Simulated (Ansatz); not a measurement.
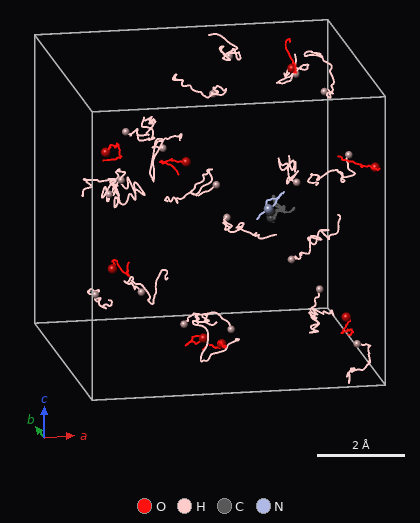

First-principles dynamics of a periodic cell with 8 H2O + 1 CH3CN at 0.94 g/cm³, 150 fs long. Lines trace each atom's path, in the colour of its element; spheres stand at the starting positions. Seen slightly off an axis in the simulation cell.

Computed with DFT PBE-D3(BJ), scalar-relativistic, plane waves, PAW in Ansatz 0.2.0. Settings: plane-wave cutoff 420 eV; k-point mesh 1 × 1 × 1; Fermi-Dirac smearing 0.02 eV; Langevin thermostat (NVT); set temperature 1000 K; time step 0.5 fs; H given the mass 2.014 u; friction 0.02 per fs.

Describe the motion.

Answer. In the second half of the run the atoms are, in the root-mean-square, this far from where they began (common drift taken out): H 0.77 Å, O 0.53 Å, C 0.40 Å, N 0.34 Å. The heavy atoms stay within a fraction of a molecule's size of their starting places; so short a run doesn't tell a liquid from a solid. The mean temperature in the second half is 901 K (standard deviation 114 K). The potential energy in the second half lies on average 95.2 meV per atom above the first frame.

Limits of the set-up: masses were changed (H 2.014 u), which shifts the vibrations; the periodic images lie only 6.9 Å apart, so the values are limited by the cell's size.

The run took 3.3 min on 1 thread of AMD EPYC 9R45 96-Core Processor (Zen 5) (shared host), peak memory 0.44 GiB.
